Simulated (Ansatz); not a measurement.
**C2H3AlF2: single-point calculation**

The run: single-point calculation of C2H3AlF2, SMILES FC(F)=[CH][AlH2]. Method and program: RKS PBE0-D4/def2-TZVPP (Ansatz 0.2.0).

The geometry comes from this level: PBE0-D4/def2-TZVP.

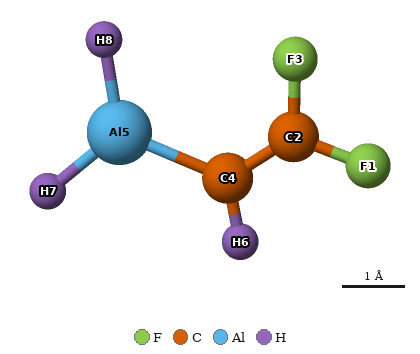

The input geometry (ball-and-stick view, seen at a tilt; atoms are numbered from 1 in the order of the input). Sticks mark near contacts. Bond lengths as drawn: Al–C 1.93 Å, Al–H 1.58 Å, C–C 1.32 Å, C–F 1.31 to 1.32 Å and C–H 1.09 Å.

### Input
```yaml
crystal:
  periodic: [false, false, false]
  atoms:
    - {symbol: F, position_ang: [1.337697, -0.238157, 2.225363]}
    - {symbol: C, position_ang: [0.666568, -0.429616, 1.110776]}
    - {symbol: F, position_ang: [0.523735, -1.724198, 0.934507]}
    - {symbol: C, position_ang: [0.211116, 0.513581, 0.302290]}
    - {symbol: Al, position_ang: [-0.768827, 0.176592, -1.322996]}
    - {symbol: H, position_ang: [0.442092, 1.519233, 0.640545]}
    - {symbol: H, position_ang: [-1.240482, 1.431461, -2.166965]}
    - {symbol: H, position_ang: [-1.079799, -1.305996, -1.779321]}
basis:
  gaussian: {orbitals: def2-TZVPP}
hamiltonian: {xc: pbe0, dispersion: d4}
output: {orbitals: {seedname: orbitals}}
```

Hardware: 2 threads of Arm Neoverse V1, 23 GiB of memory available, shared host.

Run as:
```bash
ansatz run in.yaml --threads 2 --pin off --events-out ev --progress --plain --max-ram 4352MiB
```

### The program's output
```
Functional definition: PBE0
  name "PBE0"
  cite "Adamo & Barone, J. Chem. Phys. 110, 6158 (1999) doi:10.1063/1.478522"
  cite "Perdew, Burke & Ernzerhof, Phys. Rev. Lett. 77, 3865 (1996) doi:10.1103/PhysRevLett.77.3865"
  parent pbe
  parameter a = 0.25
  parameter kappa = 0.804
  parameter beta = 0.06672455060314922
  exchange = (1 - a)*pbe_x(kappa = kappa, mu = beta*pi^2/3) + a*exact_x
  correlation = pbe_c(beta = beta)
1149 factors; their error is unknown
mean field evaluation 1: about -14138.8302 eV, gradient 5.4e1 eV
mean field evaluation 2: about -14134.7219 eV, gradient 6.3e1 eV
mean field evaluation 4: about -14144.9705 eV, gradient 3.7e0 eV
mean field evaluation 8: about -14145.0309 eV, gradient 3.6e-1 eV
mean field evaluation 16: about -14145.0310 eV, gradient 2.2e-5 eV
mean field -14145.03101844 eV, -519.8203020814 hartree, gradient 2.2e-5 eV, S^2 0.000000; 0 other end points of the search recorded, 0 dependent functions left out
reference -14145.03104868 eV, -519.8203031927 hartree; 23, 23 occupied and 185, 185 virtual orbitals, 1149 factors
Total energy: -14145.14675390 eV, -519.8245552809 hartree
```

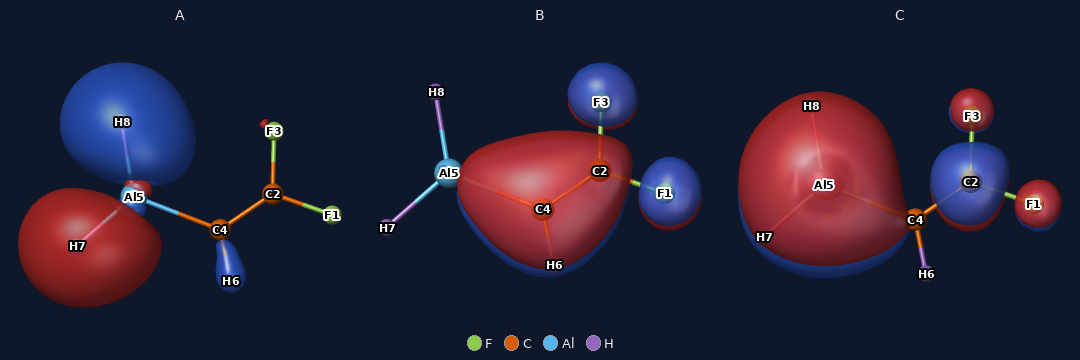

Three frontier orbitals at ±0.08 Å⁻³ᐟ² (blue and red are the two phases). A is the HOMO−1 (−8.56 eV). By Hirshfeld shares it lies mainly on Al5 (35 %), H8 (30 %) and H7 (30 %); it is symmetric in the molecular plane (σ or in-plane lone-pair type). B is the HOMO (−7.96 eV). C is the LUMO (−1.74 eV). The HOMO–LUMO gap is 6.22 eV between the orbital energies.

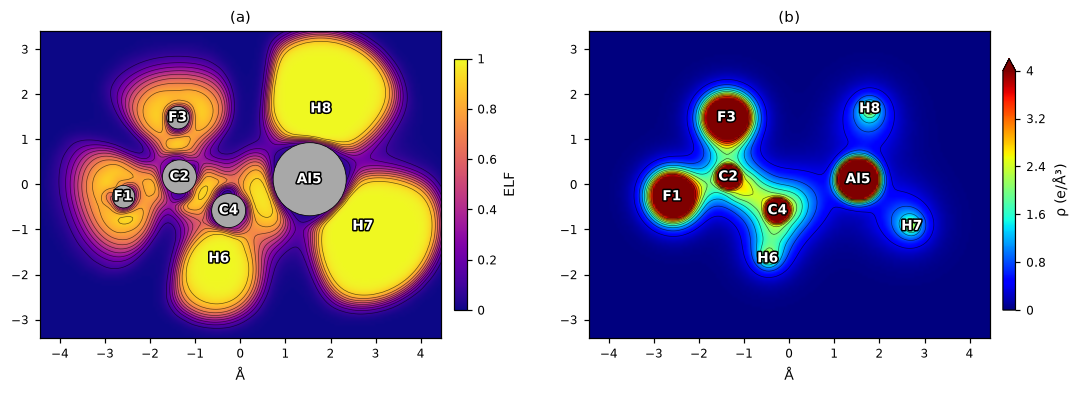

(a) electron localisation function; (b) total electron density on the molecular plane. Grey discs, where drawn, cover atomic cores. The plane passes through F, C, Al and H nuclei. C–F (1.31 Å): ρ at the midpoint is about 2.5 e/Å³; the ELF peaks at about 0.90 between the atoms, which marks a shared but strongly polarised pair. Al–H (1.58 Å): ρ is about 0.57 e/Å³ halfway; the ELF climbs to about 1 towards the hydrogen.

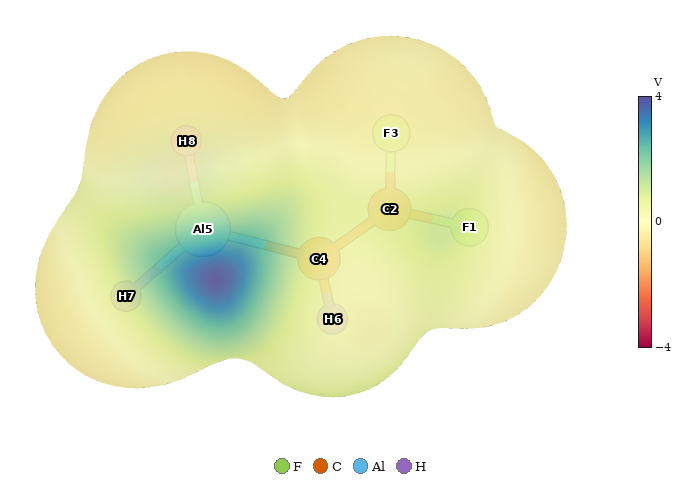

The electrostatic potential painted on the density surface at 0.002 e/bohr³, seen at a tilt; the colour scale runs from red (negative) to blue (positive). A positive charge is drawn to the negative regions and a negative charge to the positive ones.

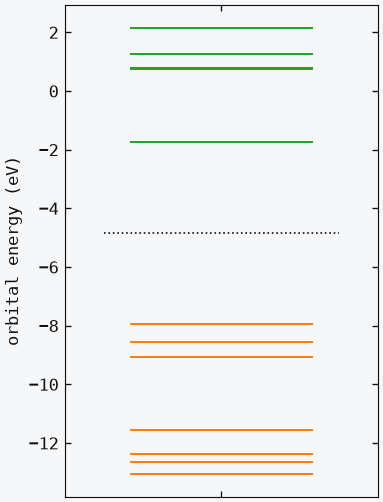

Orbital energies near the frontier; the dotted line parts filled from empty levels, and levels within 0.02 eV of each other stand side by side. Highest filled −7.96 eV, lowest empty −1.74 eV, 6.22 eV apart.

### Summary

| quantity | value |
| --- | --- |
| outcome | converged |
| total energy | −14145.1468 eV |
| mean-field energy | −14145.0310 eV |
| dispersion energy | −0.1157 eV |
| SCF solution under orbital rotations | stable |
| HOMO | −7.96 eV |
| LUMO | −1.74 eV |
| wall time | 3.3 s (CPU time 6.3 s) |
| peak memory | 0.4 GiB |
